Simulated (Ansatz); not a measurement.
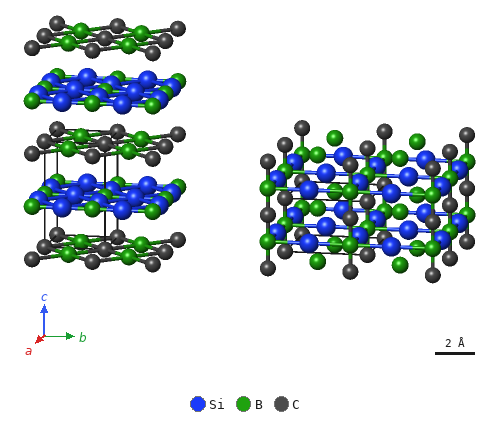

Two geometries of a crystal of Si2B2C (a generated structure, set up in P4/mmm) (coarse preliminary run), drawn at one scale. One is the start of a relaxation, the other its converged end. Style: ball-and-stick. Shown: the cell of the calculation, repeated 2 × 2 × 2 with one cell outlined, slightly off an axis.

The calculation used DFT PBE, scalar-relativistic, plane waves, PAW in Ansatz 0.2.0. Settings: plane-wave cutoff 420 eV; k-point mesh 6 × 6 × 4; occupations gaussian; smearing width 0.1 eV; no spin polarisation; cell and atoms relaxed; force threshold 0.04 eV/Å; at most 70 steps.

### Which of the two is the end point?

The right one is the relaxed one. The energy falls by 2065 meV per atom in 17 accepted moves (19 points after the start). All forces vanish by symmetry, so only the cell relaxes. The pressure goes from 42.63 to 0.08 GPa. The SCF was repeated twice at an unchanged geometry on a basis and grid sized afresh for the cell, which shifted the energy by 84.2 meV per atom at most. No atom moves by more than 0.005 Å relative to the cell. The drawn cell changes as follows: a = b 3.207 → 4.382 Å (+36.6 %), c 5.610 → 2.834 Å (−49.5 %); the volume changes by −5.7 %. Among the contacts that change: Si–Si 5.610 → 2.834 Å, B–C 2.805 → 1.417 Å, Si–Si 2.267 → 3.098 Å, B–C 2.267 → 3.098 Å. New bonds form: B–C (2.81 → 1.42 Å). The space group stays P4/mmm (No. 123). The run took 41 s on 1 thread of Arm Neoverse V1, with other jobs on the host, peak memory 0.33 GiB.
